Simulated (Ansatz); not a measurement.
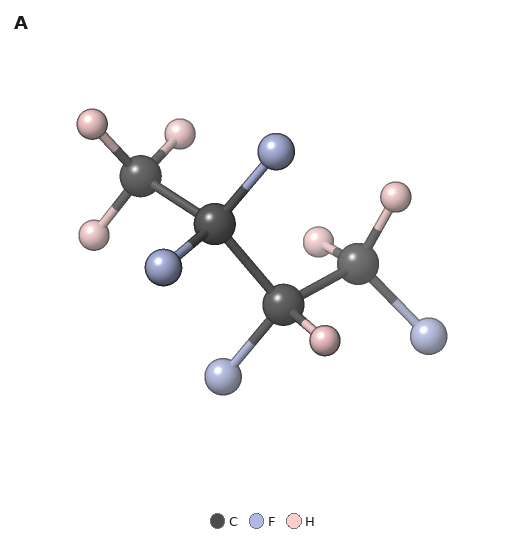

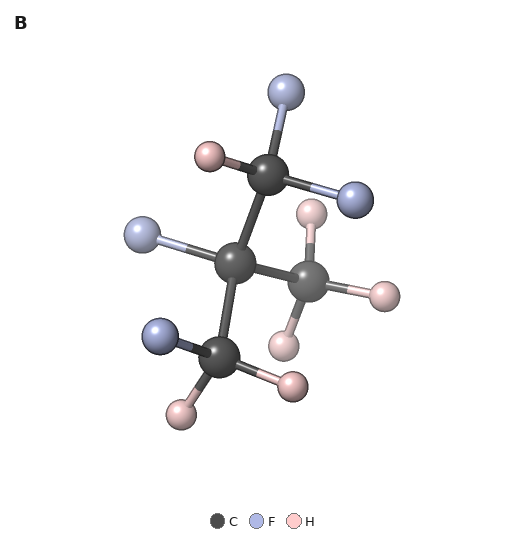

Distant atoms are faded towards the background colour. Computed geometry: PBE-D4/def2-SVP optimisation. No frequency run is at hand to confirm it as a minimum.

Question: Are A and B the same structure? If not, how do they differ?

Answer: No. They are constitutional isomers of C4H6F4: A is CC(F)(F)[C@@H](F)CF, B is C[C@@](F)(CF)C(F)F
